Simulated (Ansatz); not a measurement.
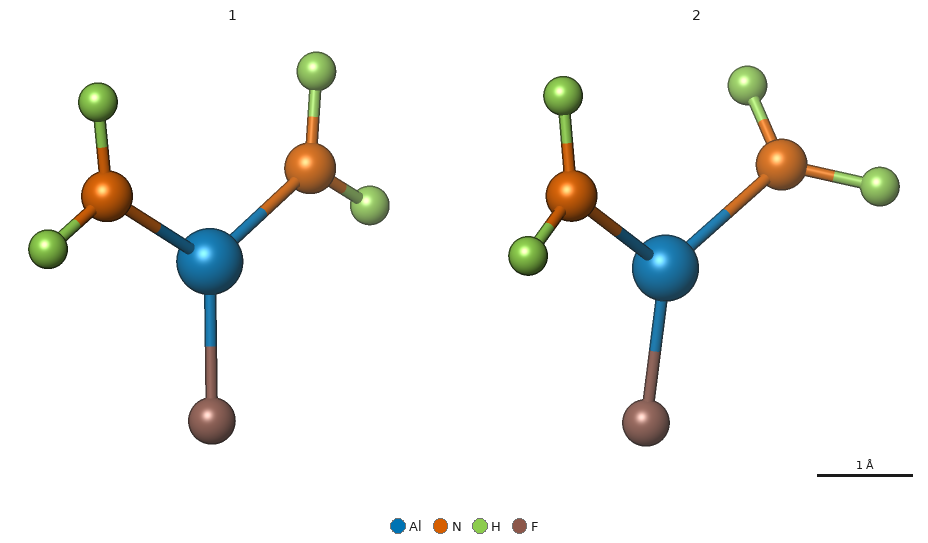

Two geometries of AlN2H4F, drawn at one scale. One is the start of a relaxation, the other its converged end. The picture is a ball-and-stick view, seen from a free direction.

These are results of Ansatz, RKS revPBE/def2-SVP, not measurements. (no spin polarisation; force threshold 0.02 eV/Å; at most 40 steps)

Question: Which one is relaxed?

Answer: Structure 1 is the relaxed one. The run prepares the start of a later molecular dynamics calculation, from a guessed geometry. The energy falls by 0.805 eV in 7 accepted moves (9 points after the start). Largest force component: 2 eV/Å at the start, 0.016 eV/Å at the end. The line search rejected the trial steps at points 6, 8 of the run. The forces were under the threshold at step 5, but the run went on from there. An H atom moves most after the best rigid fit: 0.84 Å. Largest moves by element: H 0.84 Å, F 0.43 Å, Al 0.14 Å, N 0.13 Å. Near-neighbour distances that change, for instance: Al–N 1.920 → 1.783 Å, H–N 1.060 → 1.022 Å. Among the angles between lasting bonds that change: H–N–H 120.0° → 109.9°, Al–N–H 120.0° → 126.1°, Al–N–H 120.0° → 124.0°. Groups turn about Al–N by about 60°.
